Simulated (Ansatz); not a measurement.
# A thicker film of BaTiO3 (001), TiO2 faces from two thinner ones

In a field along its normal an insulating film takes a dipole p. Written as a length, p/(ε₀AE), it should grow by 1 − 1/ε for each ångström added.

How it was computed: Ansatz 0.2.0, plane waves with PAW datasets (its set soft_2), LDA; perovskite films relaxed at a bulk in-plane lattice constant near the measured one, then held in weak fields of both signs with a dipole correction (A is the cell's area, E the outer field).

```tsv
run	distance between the outer atoms (Å)	p/(ε₀AE) (Å)
2 units	7.721	8.498
3 units	11.614	11.808
5 units	19.401	?
```

Q: Estimate the withheld value from the rows shown.

Two rows fix a line: slope = (11.808 − 8.498) / (11.614 − 7.721) = 0.8502, intercept 1.9337. That slope means ε = 1/(1 − 0.8502) = 6.68. At 19.401 it gives 0.8502 × 19.401 + 1.9337 = 18.428 Å, beyond the rows fitted. Rounding of the rows alone allows about ±0.005 Å there; two rows can't show whether the line holds.

The run itself gives 18.450 Å: a miss of +0.022 Å, or 0.1 % of the value. The length is met to within 1 %, though ε is more sensitive than the length: the two thickest films give ε = 6.80.

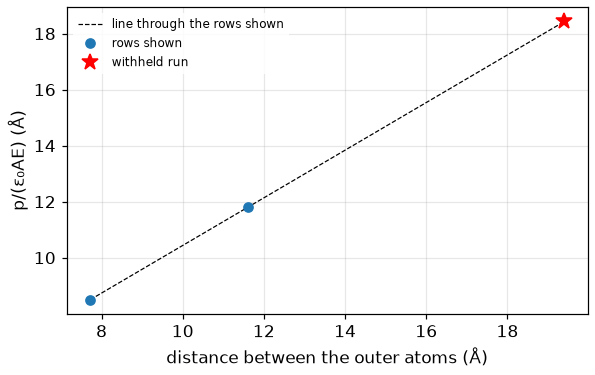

The fit and the withheld run.

**Limits.** This is the electronic response alone. A unit is one step of the cut along the normal (a plane, a pair of planes or a cell), and the layers relax along it, away from their bulk spacing where the functional's lattice constant differs from the one held.

[Logs are printed without paths, hosts, clocks, repeated set-up lines and the standing remarks that a program may print on its own settings, such as how far it seeks lower states.]
